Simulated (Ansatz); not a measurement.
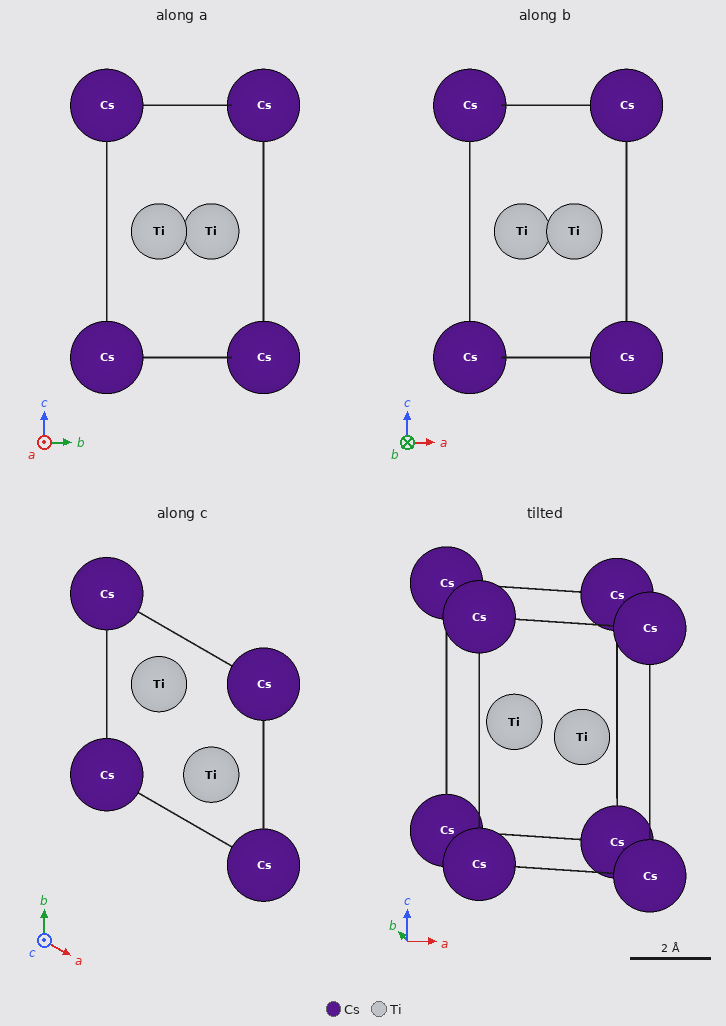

Drawn in the spheres-only manner and seen along the a axis, along the b axis, along the c axis and slightly off an axis. The wireframe shows the conventional unit cell.

Lattice parameters: a = 4.5398 Å, b = 4.5398 Å, c = 6.3227 Å, α = 90.000°, β = 90.000°, γ = 120.000°.

Question: Write down what is shown as a CIF with its space group and independent sites.

Answer:
```cif
data_structure
_symmetry_space_group_name_H-M 'P 6/m m m'
_symmetry_Int_Tables_number 191
_cell_length_a 4.5398
_cell_length_b 4.5398
_cell_length_c 6.3227
_cell_angle_alpha 90.000
_cell_angle_beta 90.000
_cell_angle_gamma 120.000
_cell_volume 112.85
loop_
_atom_site_label
_atom_site_type_symbol
_atom_site_symmetry_multiplicity
_atom_site_Wyckoff_symbol
_atom_site_fract_x
_atom_site_fract_y
_atom_site_fract_z
_atom_site_occupancy
Cs1 Cs 1 a 0.0000 0.0000 0.0000 1
Ti1 Ti 2 d 0.3333 0.6667 0.5000 1
```

It derives from a textbook structure type filled with these elements (whether it is the usual form wasn't checked). Atoms and cell were optimised with DFT PBE, scalar-relativistic, plane waves, PAW (Ansatz).
